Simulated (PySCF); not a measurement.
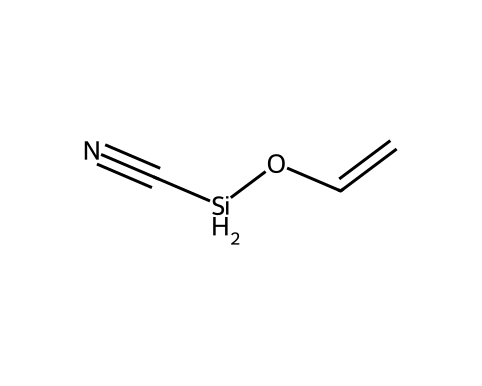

The computed structure is the end point of a PBE0-D3(BJ)/def2-SVP optimisation. No frequency run is at hand to confirm it as a minimum. Level of theory: PBE0/def2-SVP, gas phase (PySCF 2.14.0).

Computed properties:

The species is C3H5NOSi (`C=CO[SiH2]C#N`).
- dipole moment: 2.50 D
- HOMO energy (Kohn–Sham orbital): −7.26 eV
- LUMO energy (Kohn–Sham orbital): −1.01 eV
- HOMO–LUMO gap: 6.25 eV
